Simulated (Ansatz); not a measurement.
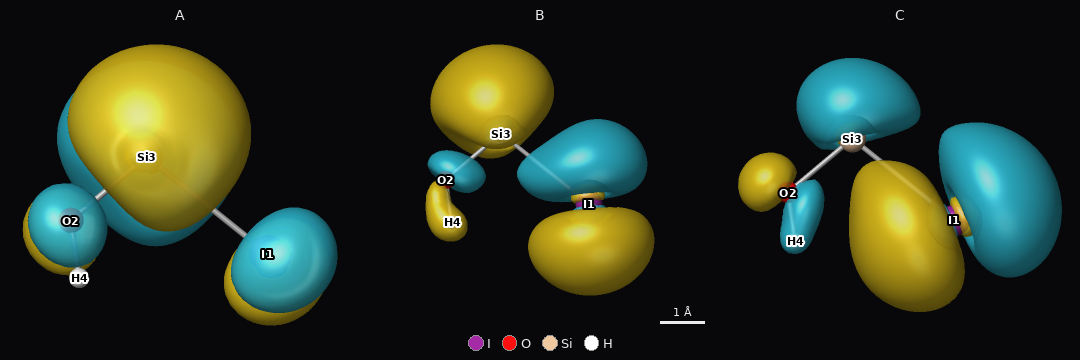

Figure 1: HIOSi (SMILES O[Si]I). Three frontier orbitals at ±0.08 Å⁻³ᐟ² (yellow and cyan are the two phases), in no order.

Geometry: B3LYP-D3(BJ)/def2-SVP; core potentials replace the inner electrons of I.

The calculation used isolated molecule in a Gaussian basis; Kohn-Sham density functional theory, functional PBE0 in Ansatz.

```xyz
4

I    -1.6036    1.0931   -1.6079
O    -1.7634   -0.2362    1.4163
Si   -0.4932   -0.1137    0.3605
H    -2.6458    0.1064    1.2085
```

**Which picture is the HOMO−1, the HOMO and the LUMO?**

C is the HOMO−1 (−7.83 eV). Its weight (Hirshfeld) is mainly on I1 (about 80 %) and Si3 (about 15 %); it is symmetric in the molecular plane (an in-plane orbital: σ, lone-pair or in-plane π type); largely a lone pair of I1. B is the HOMO (−7.36 eV). Its weight (Hirshfeld) is mainly on I1 (about 55 %) and Si3 (about 45 %); it is symmetric in the molecular plane (an in-plane orbital: σ, lone-pair or in-plane π type). A is the LUMO (−2.47 eV). Its weight (Hirshfeld) is mainly on Si3 (about 75 %), I1 (about 15 %) and O2 (about 10 %); it changes sign across the molecular plane (π type).

**What is the HOMO–LUMO gap?**

4.89 eV between the orbital energies.
